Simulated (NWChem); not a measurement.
# CISD/3-21G run of CH3BO (B(CO)H3)

What is the vertical singlet–triplet gap of CH3BO (B(CO)H3) at CISD/3-21G? 

The results are computed with NWChem 7.3.0.

1 further run of the same task is left out (set aside as unsound or not needed).

### 1 The system as given

The species is CH3BO (6 atoms), meant as a singlet with charge 0. SMILES: `[H]B([H])([H])<-[C-]#[O+]`. Geometry: relaxed at GFN2-xTB.

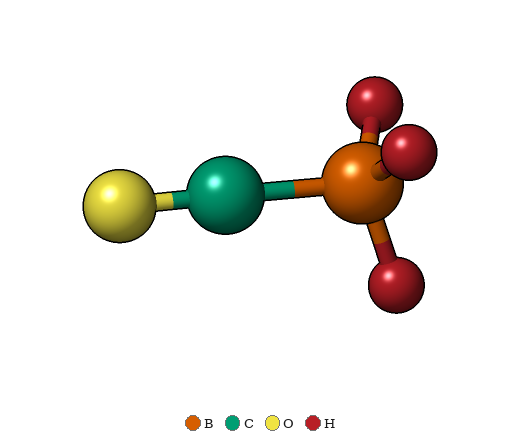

Viewed from a chosen angle; boron orange, carbon teal, oxygen yellow, hydrogen red.

### 2 The energy at CISD/3-21G

run.py

```python
from ase import Atoms
from ase.calculators.nwchem import NWChem

atoms = Atoms('BCOHHH', positions=[
    [-0.013250, 0.005270, -0.516110],
    [0.011910, 0.007900, 0.957520],
    [0.044170, -0.008430, 2.099160],
    [1.125420, 0.004210, -0.852220],
    [-0.589380, 0.982500, -0.862300],
    [-0.578870, -0.991440, -0.826050],
])

calc = NWChem(
    label='calc',
    theory='tce',
    memory='2200 mb',
    basis='3-21G',
    scf={'nopen': '0', 'rhf': None, 'maxiter': '60'},
    tce={'scf': None, 'cisd': None, 'maxiter': '100'},
    task='energy',
)
atoms.calc = calc

e = atoms.get_potential_energy()
print(f"E = {e:.6f} eV")
```

Launch:

```sh
$ export ASE_NWCHEM_COMMAND="nwchem PREFIX.nwi > PREFIX.nwo"
$ python run.py
```

Standard output:

```text
E = -3772.098399 eV
```

The calculator wrote calc.nwi:

```
title "calc"

permanent_dir calc

scratch_dir calc

start calc

geometry units angstrom nocenter noautosym noautoz
  B  -1.3250000000000000e-02 5.2700000000000004e-03 -5.1610999999999996e-01
  C  1.1910000000000000e-02 7.9000000000000008e-03 9.5752000000000004e-01
  O  4.4170000000000001e-02 -8.4300000000000000e-03 2.0991599999999999e+00
  H  1.1254200000000001e+00 4.2100000000000002e-03 -8.5221999999999998e-01
  H  -5.8938000000000001e-01 9.8250000000000004e-01 -8.6229999999999996e-01
  H  -5.7887000000000000e-01 -9.9143999999999999e-01 -8.2604999999999995e-01
end

memory 2200 mb

basis noprint
   * library 3-21G
end

scf
  nopen 0
  rhf
  maxiter 60
end
tce
  scf
  cisd
  maxiter 100
end

task tce energy
```

calc.nwo (excerpt; [...] marks lines left out):

```text
[...]
         Total SCF energy =   -138.347457655117
      One-electron energy =   -299.379366840111
      Two-electron energy =    103.955751438089
 Nuclear repulsion energy =     57.076157746905
[... 3 lines left out ...]
             Final eigenvalues
[... 25 lines left out ...]
                       ROHF Final Molecular Orbital Analysis
[...]
```

Wall time 1.8 s (1 thread of INTEL XEON PLATINUM 8581C at 2.30GHz (Emerald Rapids), shared host); peak memory 0.14 GiB.

### 3 The triplet at the same level

test.nw

```
start test
title "CH3BO energy"
memory 2200 mb

geometry units angstrom noautosym nocenter noautoz
 B     -0.013250     0.005270    -0.516110
 C      0.011910     0.007900     0.957520
 O      0.044170    -0.008430     2.099160
 H      1.125420     0.004210    -0.852220
 H     -0.589380     0.982500    -0.862300
 H     -0.578870    -0.991440    -0.826050
end

basis
 * library 3-21G
end

scf
 triplet
 uhf
 maxiter 80
end

tce
 scf
 cisd
 maxiter 100
end

task tce energy
```

Launch:

```sh
$ nwchem test.nw > test.out
```

Standard output:

```text
[...]
  functions       =    33
[...]
  wavefunction    = UHF
[...]
         Total SCF energy =   -138.126127689801
      One electron energy =   -300.290740463920
      Two electron energy =    105.088455027214
 Nuclear repulsion energy =     57.076157746905
                       Sz =      1.0000
                 Sz(Sz+1) =      2.0000
                      S^2 =      2.0138
[...]
         Wavefunction type : Unrestricted Hartree-Fock
          No. of electrons :    22
[...]
         Spin multiplicity : triplet
[...]
```

Wall time 3.6 s (1 thread of INTEL XEON PLATINUM 8581C at 2.30GHz (Emerald Rapids), shared host); peak memory 0.14 GiB.

### 4 Summary of results

At CISD/3-21G:

| quantity | value |
| --- | --- |
| singlet: total energy | -138.62206 Eh |
| singlet: HOMO energy (Hartree–Fock orbitals) | -12.80 eV |
| singlet: LUMO energy (Hartree–Fock orbitals) | 2.64 eV |
| singlet: HOMO–LUMO gap (Hartree–Fock orbitals) | 15.45 eV |
| singlet: correlation energy | -274.6 mEh |
| triplet: total energy | -138.37792 Eh |
| triplet: HOMO energy (Hartree–Fock orbitals) (highest over α and β) | -6.75 eV |
| triplet: LUMO energy (Hartree–Fock orbitals) (lowest over α and β) | -3.34 eV |
| triplet: correlation energy | -251.8 mEh |
| vertical energy of the triplet above the singlet | 6.643 eV |

In words: At this shape the triplet lies 6.64 eV (153 kcal/mol) above the singlet. Mulliken charges (singlet) run from -0.43 on O3 to +0.46 on C2; they depend strongly on the basis. Mulliken charges (triplet) run from -0.46 on O3 to +0.24 on H4.
